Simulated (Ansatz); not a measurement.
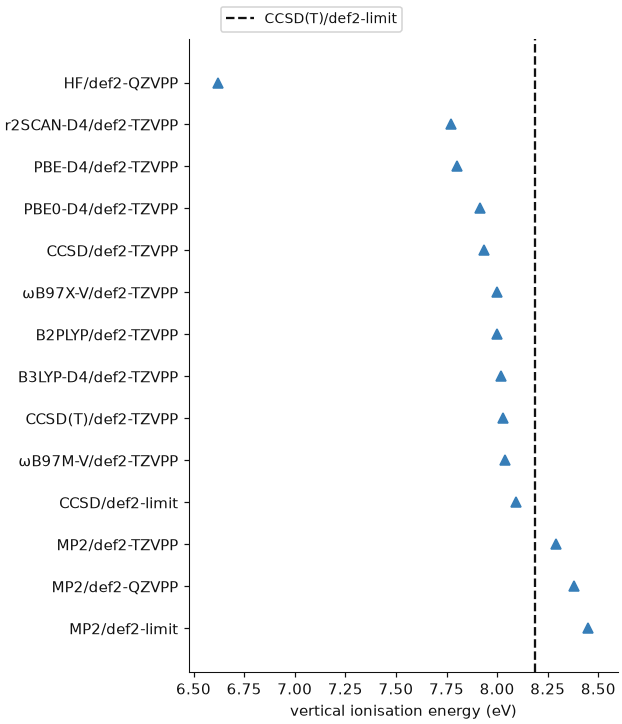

Vertical ionisation energy of C₂H₉NOSiZn, SMILES C[N](C)[Zn][O][SiH3], singlet, taken as the energy of the cation less that of the neutral at fixed geometry (unrestricted doublet cation, cores frozen in correlated methods, no spin-orbit coupling), the Ansatz code 0.2.0, at a PBE0-D4/def2-TZVP geometry (a minimum by its frequencies). Choice of cores on heavy atoms: Zn/Cu 3s3p. Limit means an estimate of the basis limit from triple and quadruple zeta; for coupled cluster it is either extrapolated directly or built as the MP2 limit plus the step from MP2 in triple zeta. B2PLYP/def2-TZVPP holds a correlation term that converges slowly with the basis, so part of the distance to the limit is basis error. The distance of CCSD/def2-TZVPP, CCSD(T)/def2-TZVPP, MP2/def2-TZVPP and MP2/def2-QZVPP to the limit includes basis error.

Q: Which level comes closest to the line (CCSD(T)/def2-limit), and which misses most?

A: Closest CCSD/def2-limit (8.09 eV), against 8.19 eV; farthest HF/def2-QZVPP (6.62 eV).

Q: Give the values.

A:
```tsv
level	eV	less CCSD(T)/def2-limit
HF/def2-QZVPP	6.62	−1.56
r2SCAN-D4/def2-TZVPP	7.77	−0.41
PBE-D4/def2-TZVPP	7.80	−0.38
PBE0-D4/def2-TZVPP	7.91	−0.27
CCSD/def2-TZVPP	7.94	−0.25
ωB97X-V/def2-TZVPP	8.00	−0.19
B2PLYP/def2-TZVPP	8.00	−0.19
B3LYP-D4/def2-TZVPP	8.02	−0.17
CCSD(T)/def2-TZVPP	8.03	−0.16
ωB97M-V/def2-TZVPP	8.04	−0.15
CCSD/def2-limit	8.09	−0.09
MP2/def2-TZVPP	8.29	0.11
MP2/def2-QZVPP	8.38	0.19
MP2/def2-limit	8.45	0.26
CCSD(T)/def2-limit	8.19	0.00
```

Limits of at least one run: no scalar relativity up to krypton; one conformer of a flexible molecule.
